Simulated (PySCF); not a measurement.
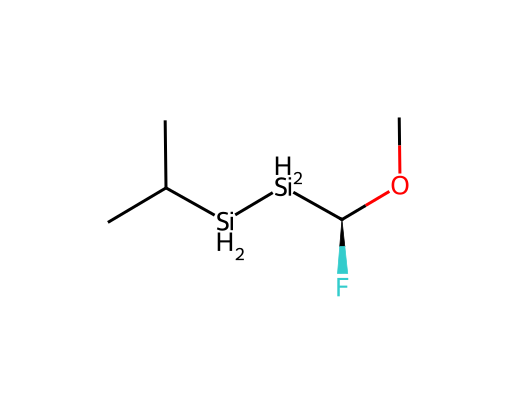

Computed geometry: GFN2-xTB optimisation. No frequency run is at hand to confirm it as a minimum. Method: PBE0/pcSseg-1, gas phase (PySCF 2.14.0).

Predict the main results.

The species is C₅H₁₅FOSi₂ (`CO[C@@H](F)[SiH2][SiH2]C(C)C`).
- dipole moment: 1.98 D
- HOMO energy (Kohn–Sham orbital): −7.92 eV
- LUMO energy (Kohn–Sham orbital): 0.13 eV
- HOMO–LUMO gap: 8.05 eV

The geometry is semi-empirical. Around Si such bond lengths and angles can be off by a tenth of an ångström or more and by several degrees, and values that hang on the shape move with them.
